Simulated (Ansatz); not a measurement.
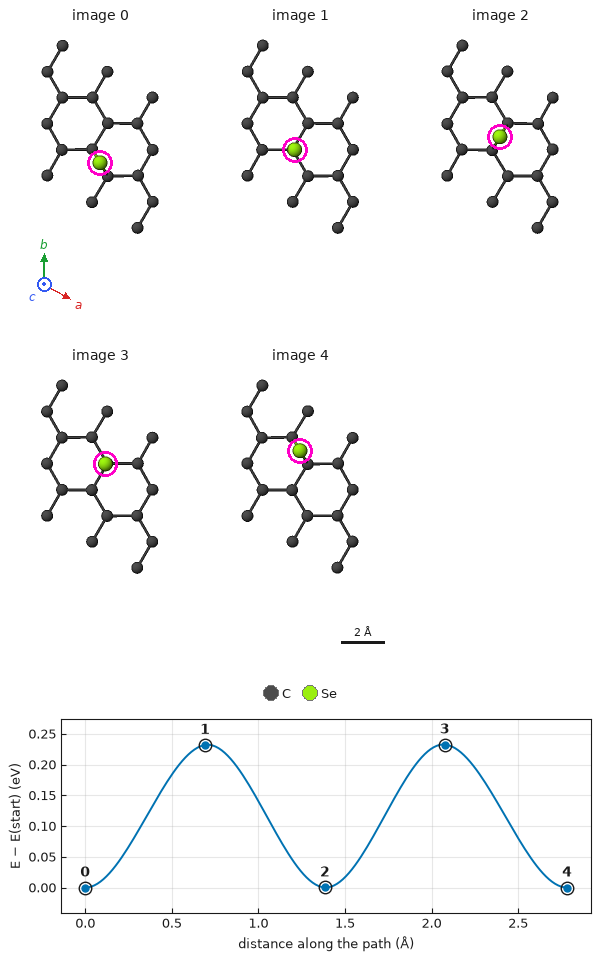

A search for the minimum-energy path of Se on graphene monolayer (19 atoms in the cell) by the nudged elastic band. Images are numbered from 0 (start) to 4 (end). The picture is a ball-and-stick view of the simulation cell, with the vacuum cut short (origin moved), seen along the c axis. The moving atom is ringed, with any periodic copies. Bonds to atoms that aren't drawn are left out.

The calculation used DFT PBEsol, scalar-relativistic, plane waves, PAW (Ansatz). Settings: plane-wave cutoff 420 eV; k-point mesh 2 × 2 × 1; Gaussian smearing 0.05 eV; 3 movable images; climbing image; force threshold 0.05 eV/Å; iteration limit 80; starting path by straight interpolation.

> What happens along the path, and what is the barrier?

The adsorbate starts on a hollow site and hops by a lattice vector of the surface; other mechanisms, such as exchange with a surface atom, weren't searched. The path has more than one stage, and so few images may leave a stage unresolved. The Se atom travels furthest, 2.47 Å from end to end, on a path that bends up to 0.27 Å away from the straight line. At the highest image its nearest neighbour (C) is 2.09 Å away, against 2.10 Å at the start, and the surrounding atoms stand up to 0.12 Å off the mean of their end positions. Breaking: C–Se (2.10 → 3.84 Å). Forming: C–Se (3.84 → 2.10 Å). The two ends have the same energy, and the highest point, image 3, lies 0.233 eV above the start. The profile has 2 maxima (images 1, 3) with a dip at image 2 (0.000 eV), so the process runs in steps. The band converged in 6 iterations. The largest component of the band force went from 1.3 to 0.041 eV/Å. The climbing image converged on the top of the path. A check of its curvatures didn't confirm a first-order saddle.

Limits of the set-up: the periodic images lie only 7.4 Å apart, so the values are limited by the cell's size.

The run took 5.8 min on 1 thread of Arm Neoverse V2 (shared host), peak memory 0.93 GiB.
